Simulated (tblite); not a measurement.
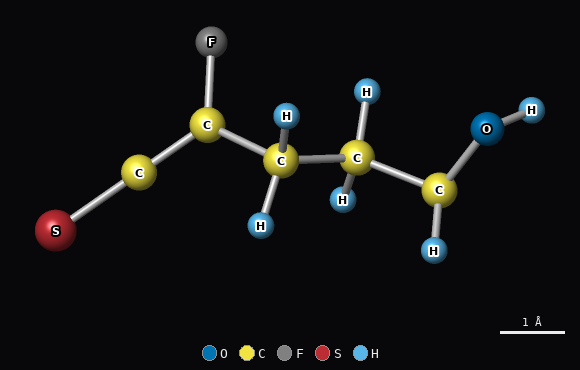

This is the input geometry for a relaxation of C$_{5}$H$_{6}$FOS (multiplicity 2). A ball-and-stick model, seen at a tilt.

Method: GFN2-xTB geometry optimisation, gas phase (tblite 0.8.0).

```xyz
14

O    -2.8496    0.2288   -0.2668
C    -1.9120   -0.6454    0.2467
C    -0.5637   -0.0213    0.5270
C     0.3982   -0.0534   -0.6283
C     1.6522    0.6188   -0.1298
F     1.5964    1.9304    0.2666
C     2.7948   -0.0449   -0.1125
S     4.1967   -0.8533   -0.0424
H    -3.4058    0.5187    0.5098
H    -1.8856   -1.6111   -0.2718
H    -0.7053    1.0251    0.9162
H    -0.1144   -0.6071    1.3722
H     0.0799    0.5802   -1.4828
H     0.7175   -1.0659   -0.9264
```

> Where does the relaxation end?

Over 91 geometry steps the energy falls by 17.8 kcal/mol. The atom that moves furthest after the best rigid fit is H9 (1.09 Å). By element the largest moves are H 1.09 Å, C 0.22 Å, F 0.20 Å, S 0.20 Å, O 0.09 Å. Near-neighbour distances that change, for instance: C3–C4 1.504 → 1.562 Å, C7–S8 1.620 → 1.567 Å, C2–C3 1.512 → 1.466 Å, O1–C2 1.381 → 1.347 Å. Bond angles that change, for instance: O1–C2–C3 114.4° → 122.3°, C3–C2–H10 115.5° → 122.5°, C5–C7–S8 178.3° → 171.8°. Groups turn about O1–C2 by about 70°.

The structure at the end:

```xyz
14

O    -2.8570    0.1350   -0.2543
C    -1.8962   -0.6892    0.2064
C    -0.5927   -0.1953    0.6591
C     0.3755   -0.0512   -0.5582
C     1.6302    0.6641   -0.1532
F     1.4063    1.9681    0.2110
C     2.8184    0.1310   -0.1104
S     4.1508   -0.6928   -0.1437
H    -2.6408    1.0546   -0.0449
H    -2.0686   -1.7209   -0.0423
H    -0.6933    0.7879    1.1282
H    -0.1410   -0.8849    1.3725
H    -0.1190    0.5284   -1.3432
H     0.6266   -1.0353   -0.9492
```

The end point in the same view:

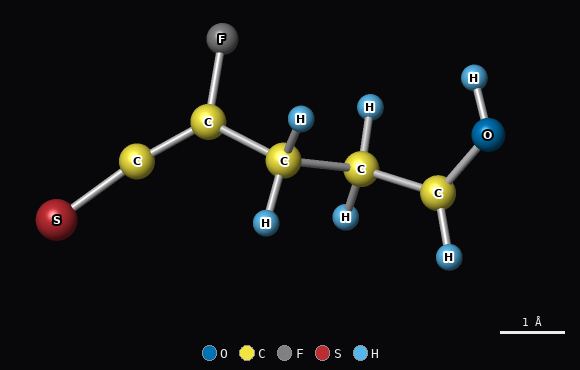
